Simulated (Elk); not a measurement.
## Converging shifted k-point meshes: Ni (Fm-3m, 1 atom in the cell)

```xyz
1
Lattice="0.0000 1.7547 1.7547 1.7547 0.0000 1.7547 1.7547 1.7547 0.0000" Properties=species:S:1:pos:R:3 pbc="T T T"
Ni     0.0000     0.0000     0.0000
```
Moments meant for the start (each program seeds them in its own way; μB, in the order of the atoms Ni): 1.0.

Computed with PBE, all-electron FP-LAPW, Elk's shipped species files, default APW+lo basis (Elk).

Base settings: xctype = 20; spinpol = true; swidth = 0.00367493 Ha; ngridk = 12 12 12; reducebf = 0.7; nempty = 8 per atom; maxscl = 100; bfcmt = [[0.0, 0.0, -1.0]].

In this ladder: vkloff = 0.5 0.5 0.5.

Only quantities that move along the ladder and can be compared are tabulated.

The starting cell has typed, rounded lattice constants, without a prior relaxation at this level. Its lattice was rescaled by up to half a per cent. With one magnetic atom in the cell only a parallel order is possible. Values depend on the basis (sphere radii, cutoffs, local orbitals), which need not be converged.

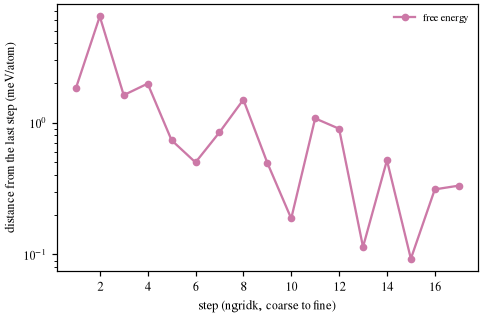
Distance from the last step along the ladder; very small values are drawn at a floor.

```csv
ngridk,free energy less the last step's (meV/atom),net moment (μB/atom)
3 3 3,-1.82,0.657
4 4 4,-6.41,0.682
5 5 5,1.62,0.699
6 6 6,-1.98,0.609
7 7 7,-0.74,0.611
8 8 8,-0.50,0.595
9 9 9,-0.84,0.623
10 10 10,1.50,0.619
11 11 11,-0.50,0.627
12 12 12,-0.19,0.619
14 14 14,1.08,0.618
15 15 15,0.90,0.620
17 17 17,0.11,0.621
19 19 19,0.52,0.620
21 21 21,0.09,0.620
23 23 23,0.31,0.620
25 25 25,0.33,0.620
31 31 31,0.00,0.620
```

Coarsest ngridk that holds the free energy within 1 meV/atom of the last step, with all finer ones: 15 15 15; the step before is off by 1.1 meV/atom.

Coarsest ngridk that holds the net moment within 0.02 μB/atom of the last step, with all finer ones: 9 9 9; the step before is off by 0.025 μB/atom.
